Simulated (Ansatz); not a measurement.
Partial pair distribution functions of a relaxed model of amorphous Zr20O43Mo, broadened by 0.06 Å; density 5.23 g/cm³. These are PBE, scalar-relativistic without spin-orbit coupling (plane waves to 420 eV, PAW; Ansatz, a first-principles code) values and carry that method's errors.

The cell was made by melting and quenching with the CHGNet potential and then relaxed with DFT. O atoms were pushed apart under 1.9 Å during the dynamics, to hinder bonds among them. The hot cell started wider than the set density and was brought back towards it in steps. It is the lowest in DFT energy of 2 quenches. It is a model cell: composition and starting density were chosen by hand, and all elements were melted together. No dispersion term was used. Its density started from a set value of 5.23 and ended at 5.23 g/cm³. The quench (nominally 300 K/ps over its main leg) was far faster than any real one, so the model tends to hold more defects than a real film. One small periodic cell is one sample of the glass; other quenches scatter about these values. The volume was held where the preparation left it and the shape relaxed, at a PBE pressure of -2.3 GPa (tension). Stress components on the final sampling reach 2.4 GPa.

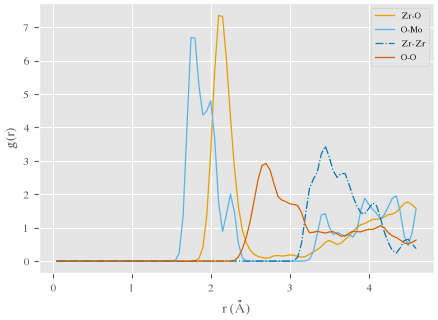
Figure: Partial pair distribution functions

Highest peaks under 4.5 Å: Zr-O near 2.10 Å, O-Mo near 1.75 Å, Zr-Zr near 3.45 Å, O-O near 2.70 Å; pairs of few atoms are noisy.

Within 2.64 Å each Zr has 6.45 O neighbours on average.
